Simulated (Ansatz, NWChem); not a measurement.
**Ligand exchange: SbH2Cl + SiH3(InH2) → SiH3(SbH2) + InH2Cl**

Species: SbH2Cl `[Cl][SbH2]`, singlet; SiH3(InH2), singlet; SiH3(SbH2), singlet; InH2Cl `[Cl][InH2]`, singlet. The partners trade Cl for SiH3: Sb–Cl and In–SiH3 bonds give way to Sb–SiH3 and In–Cl.

Shapes, held fixed at every level: PBE0-D4/def2-TZVP. Programs: Ansatz 0.2.0. Electronic energies: no zero-point or thermal term.

```csv
level,kind,ΔE (kJ/mol),less CCSD(T)/def2-TZVPP
HF/def2-TZVPP,Hartree–Fock,-84.6,-2.3
B3LYP-D4/def2-TZVPP,global hybrid,-74.5,+7.8
PBE0-D4/def2-TZVPP,global hybrid,-77.6,+4.7
MP2/def2-SVP,perturbation theory,-97.0,-14.7
CCSD(T)/def2-SVP,coupled cluster or CI,-89.6,-7.3
CCSD/def2-TZVPP,coupled cluster or CI,-81.8,+0.5
CCSD(T)/def2-TZVPP,coupled cluster or CI,-82.3,0.0
```

The highest level, CCSD(T)/def2-TZVPP, gives ΔE = -82.3 kJ/mol; the levels span -97.0 to -74.5. The column of differences is taken from that level and isn't an error. No measured value is set beside it here. For atoms past krypton def2 sets carry core potentials with scalar relativity. Outer-core shells of In, Sb are correlated in most correlated rows, in sets that cover them unevenly.

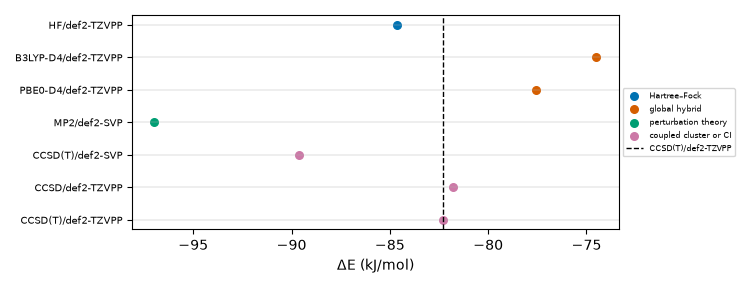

The values of the table, level by level.
